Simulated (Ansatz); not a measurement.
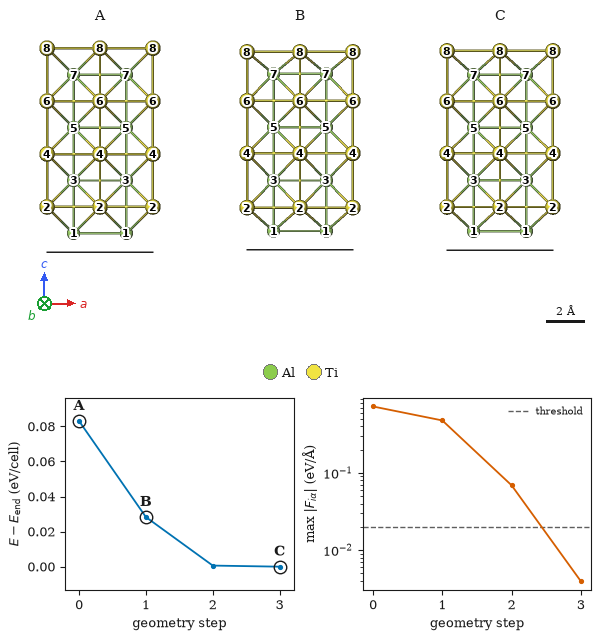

Frames of a relaxation of a slab of composition TiAl (cut from the P4/mmm phase), marked on the history of the run. The picture is a ball-and-stick view of the 2 × 1 repeat of the cell, outlined in the plane, without the vacuum, seen along the b axis.

Case: (1 0 0) slab, atoms relaxed. The slab is the (1 0 0) face of TiAl.

Theory: DFT r2SCAN, scalar-relativistic, plane waves, PAW in Ansatz 0.2.0.

Input file:
```yaml
crystal:
  lattice:
    - [2.8105621013, 0.0, 0.0]
    - [0.0, 4.0650007527, 0.0]
    - [0.0, 0.0, 24.8369673547]
  atoms:
    - { symbol: Al, position: [0.5, 0.5, 0.3019692337] }
    - { symbol: Ti, position: [0.0, 0.0, 0.3585494527] }
    - { symbol: Al, position: [0.5, 0.5, 0.4151296716] }
    - { symbol: Ti, position: [0.0, 0.0, 0.4717098905] }
    - { symbol: Al, position: [0.5, 0.5, 0.5282901095] }
    - { symbol: Ti, position: [0.0, 0.0, 0.5848703284] }
    - { symbol: Al, position: [0.5, 0.5, 0.6414505473] }
    - { symbol: Ti, position: [0.0, 0.0, 0.6980307663] }
basis:
  ecutwfc: 500
kpoints:
  mp_grid: { grid: [12, 9, 1] }
hamiltonian:
  xc: r2scan
scf:
  occupations: { method: gaussian, width: 0.1 }
output:
  forces: true
  eigenvalues: true
  write_density: true
  write_potential: true
  elf: true
  volumetric_format: npy
relax:
  adjacent_minimum: "off"
  f_tol: 0.02
  max_steps: 60
efield:
  axis: 3
  dipole_correction: true
  ramp_width: 0.04
```

Command:
```bash
ansatz run input.yaml --threads 1 --pin off --max-ram 2560MiB --backend cpu --events-out ev --progress --plain --runs-dir out
```

Describe the path.

Over 3 geometry steps the energy falls by 83.1 meV per cell of the calculation. Largest force component: 0.73 eV/Å at the start, 0.004 eV/Å at the end. The atom that moves furthest relative to the layer's centre is Ti8 (0.15 Å along the normal (−c)). Largest moves by element: Ti 0.15 Å, Al 0.11 Å. The cell stays as it was. Among the contacts that change: Ti6–Ti8 2.811 → 2.669 Å, Al1–Al3 2.811 → 2.718 Å, Al7–Ti8 2.843 → 2.772 Å, Al1–Ti2 2.843 → 2.791 Å. Cost: 6.7 min on 1 thread of Intel(R) Xeon(R) Processor @ 2.70GHz, on a shared host, peak memory 1.3 GiB. From step 0 to 1: Ti8 moves most (0.20 Å), energy −54.8 meV per cell of the calculation. From step 1 to 3: Ti8 moves most (0.05 Å), energy −28.3 meV per cell of the calculation.

```csv
step,"E − E(0), meV/atom","largest force component, eV/Å"
0,0.00,0.7253
1,-6.85,0.4782
2,-10.31,0.0691
3,-10.38,0.0040
```
